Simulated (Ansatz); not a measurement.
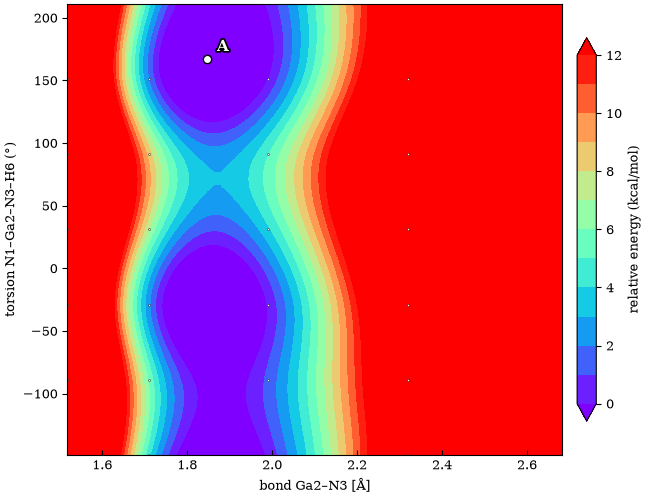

GaH₄N₂, SMILES [NH2][Ga][NH2], spin multiplicity 2. Two internal coordinates are moved rigidly from the geometry relaxed at PBE0-D4/def2-TZVP, all others fixed. First axis: bond Ga2–N3. Second axis: torsion N1–Ga2–N3–H6. Grid: 5 × 6 points. Energies are in kcal/mol, from the lowest grid point. Method: Ansatz 0.2.0, UKS PBE0-D4/def2-TZVPP.

The picture shows filled contours, dots at the grid points, one colour for all values above the top of the scale, the well A. Between grid points the surface is interpolated.

**Estimate the position of the minimum and the force constants in these coordinates. Take the well at A.**

The interpolated minimum is at bond Ga2–N3 ≈ 1.847 Å, torsion N1–Ga2–N3–H6 ≈ 167°. The curvatures there are about 24 eV/Å² and 0.39 eV/rad², with a cross term of about −0.2 eV/(Å·rad). Round the minimum the two coordinates are weakly coupled (coupling −0.07 in units of the two stiffnesses). (1 eV is 23.1 kcal/mol.)
